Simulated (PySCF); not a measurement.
Molecule: Al(H)(F)(Vi), C2H4AlF, SMILES [CH](=C)[AlH][F]. Atoms near the plane z = 0.0 Å, at the PBE0/def2-SVP optimised geometry (x, y, z in Å): Al1 (0.3, -1.1, 0.0), H2 (1.9, -1.1, 0.0), F3 (-0.5, -2.6, 0.0), C4 (-0.8, 0.5, 0.0), C5 (-0.1, 1.7, 0.0), H6 (-1.9, 0.5, 0.0), H7 (-0.6, 2.6, 0.0), H8 (1.0, 1.7, 0.0).

Method: PBE0/def2-TZVP (PySCF). Cells within 0.4 Å of a nucleus heavier than hydrogen are left out (blank, or x). The values are rescaled to run from 0 to 1.

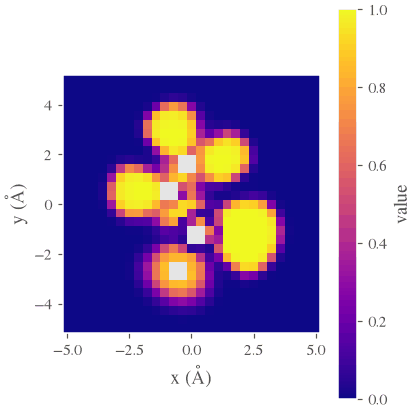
*a field on the plane z = 0.0 Å.*

Q: Which quantity is mapped?
(A) Laplacian of the electron density
(B) an orbital amplitude
(C) log10 of the electron density
(D) electron localisation function

A: D, electron localisation function
